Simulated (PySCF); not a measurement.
# Si2H6SO (SMILES O[SiH2]S[SiH3]) at HF/6-31G(d) (spherical functions)

We compute a structure relaxation of Si2H6SO. The job is set up through a Python script.

The results are computed with PySCF 2.14.0.

2 further runs of the same task are left out: 2 set aside as unsound or not needed.

### Step 1. The system as given

The species is Si2H6SO (10 atoms), meant as a singlet with charge 0. As SMILES, `O[SiH2]S[SiH3]`. Geometry: relaxed at PBE0-D4/def2-TZVP. This is one conformer, not always the lowest. The run starts from this shape.

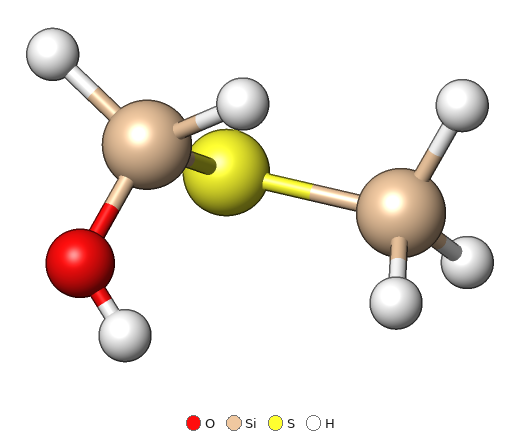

Viewed from a chosen angle; oxygen red, silicon light orange, sulfur yellow, hydrogen white.

### Step 2. A geometry optimisation at HF/6-31G(d) (spherical functions)

Input file input.xyz:

```xyz
10

O     -0.787700     1.827400    -1.310100
Si     0.445400     0.756200    -1.169600
S     -0.218600    -1.256500    -0.892000
Si    -0.107300    -1.272600     1.241500
H     -1.452700     1.841800    -0.619900
H      1.321800     1.091100    -0.014900
H      1.177300     0.825700    -2.450000
H     -0.775700    -0.070900     1.809400
H      1.298800    -1.301200     1.713800
H     -0.818200    -2.492300     1.694800
```

Input file job.py:

```python
# O[SiH2]S[SiH3]
from pyscf import gto, scf
from pyscf.geomopt.geometric_solver import kernel as optimise

mol = gto.M(
    atom='input.xyz',
    verbose=3,
    spin=0,
    basis='6-31g*',
    max_memory=1860,
)

myscf = scf.RHF(mol)
myscf.conv_tol = 1e-10
converged, mol_eq = optimise(myscf, maxsteps=60, convergence_set='GAU_TIGHT')
print('converged:', converged)
print(mol_eq.tostring())

myscf.reset(mol_eq)
mol = mol_eq
myscf.kernel()
if not myscf.converged:
    myscf = myscf.newton().run(myscf.mo_coeff, myscf.mo_occ)
e_final = myscf.e_tot
print('E = %.10f Eh' % e_final)
```

The run is started by

```
$ OMP_NUM_THREADS=1 python job.py
```

What values should one expect? Wanted: total energy at the end; dipole moment; HOMO energy; LUMO energy; HOMO–LUMO gap.

Answer, from the run:

Level: HF/6-31G* (spherical functions).

```
               quantity           value
total energy at the end  -1053.78085 Eh
          dipole moment          2.13 D
            HOMO energy       -10.24 eV
            LUMO energy         3.18 eV
          HOMO–LUMO gap        13.42 eV
```

In words: At the final geometry: Bond lengths: O1–Si2 1.639 Å, Si2–S3 2.150 Å, S3–Si4 2.151 Å, O1–H5 0.947 Å, Si2–H6 1.473 Å, Si2–H7 1.463 Å, Si4–H8 1.473 Å, Si4–H9 1.472 Å, Si4–H10 1.469 Å. Some angles: O1–Si2–S3 110.1°, Si2–S3–Si4 104.3°, O1–Si2–H6 112.2°, O1–Si2–H7 106.3°, S3–Si2–H6 107.2°, S3–Si2–H7 110.5°, Si2–O1–H5 119.4°, S3–Si4–H8 110.8°, S3–Si4–H9 111.0°, S3–Si4–H10 105.9°. The optimisation took 24 steps and changed the energy by -0.061 eV.
